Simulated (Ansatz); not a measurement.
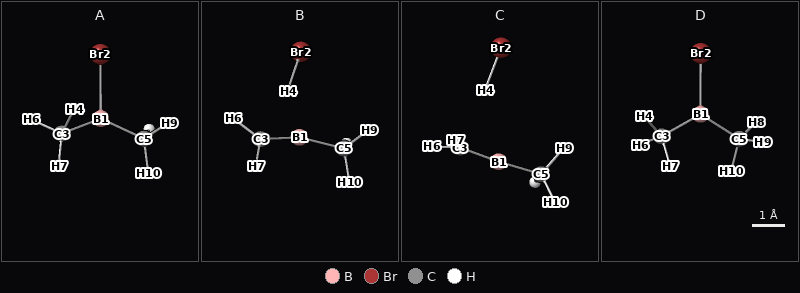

4 geometries from a converged minimum-energy path of C2H6BBr, shuffled. Style: ball-and-stick. Shown from a free direction.

All numbers below come from Ansatz, RKS PBE0-D4/def2-SVP. Set-up: 7 movable images; climbing image; force threshold 0.03 eV/Å; iteration limit 60; starting path through a guess of the saddle point.

One of them is the converged climbing image. Which?

Answer. B. In order along the path, whose images run from 0 to 8: D (image 0, 0.0 kJ/mol), A (image 4, +67.8 kJ/mol), B (image 6, +294.1 kJ/mol), C (image 8, +274.5 kJ/mol). Breaking: B1–Br2 (1.93 → 2.70 at the top → 3.62 Å), C3–H4 (1.10 → 1.75 at the top → 2.03 Å). Forming: Br2–H4 (3.07 → 1.58 at the top → 1.48 Å).

Cost: 4.6 min on 2 threads of Arm Neoverse V2, on a shared host, peak memory 0.25 GiB.
